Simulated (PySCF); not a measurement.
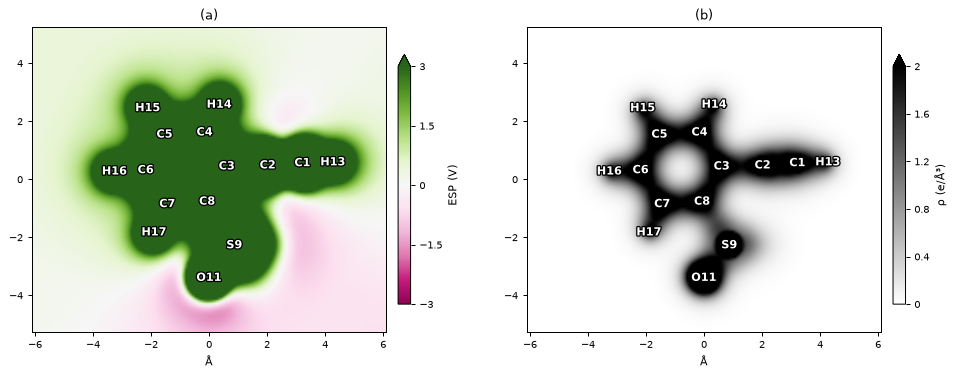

The picture shows: C8H5ClO2S (SMILES C#Cc1ccccc1S(=O)(=O)Cl). (a) molecular electrostatic potential; (b) total electron density on the plane of atoms C3, C4 and H14.

Geometry: GFN2-xTB.

Theory: PBE0/pcSseg-1, SCF density, gas phase, non-relativistic (PySCF).

Input

```
{"job": {"kind": "nmr", "xc": "PBE0", "basis": "pcSseg-1"}, "charge": 0, "multiplicity": 1}
C     -2.087116    -2.221237     0.840777
C     -1.157156    -1.514280     0.564368
C     -0.031218    -0.735072     0.221981
C      1.244105    -1.296210     0.110268
C      2.320211    -0.503761    -0.245656
C      2.155322     0.851074    -0.501578
C      0.895547     1.419860    -0.397610
C     -0.165491     0.623752    -0.031302
S     -1.770067     1.365162     0.105339
O     -2.446991     0.956436     1.291914
O     -1.690303     2.758023    -0.196742
Cl    -2.741382     0.486932    -1.457965
H     -2.923842    -2.804088     1.087951
H      1.373817    -2.350356     0.301348
H      3.300633    -0.948127    -0.329125
H      3.000851     1.459060    -0.781961
H      0.716081     2.464862    -0.591919
```

Run with:

```sh
OMP_NUM_THREADS=1 python probes_run.py task.json out
```

**What do the fields say about this system?**

- Atoms in the plane: C, S, O and H.
- C–C (1.20 Å): the density is about 2.7 e/Å³ at the midpoint.
- S–O (1.43 Å): the density is about 2.3 e/Å³ at the midpoint.
- C–S (1.77 Å): ρ is about 1.5 e/Å³ halfway.
- C–H (1.05 Å): the density is about 2.1 e/Å³ at the midpoint.
- C–C (1.38 Å): the density is about 2.1 e/Å³ at the midpoint.
- Outside the dense part of the molecule the potential is most negative (−1.6 V) near O11.
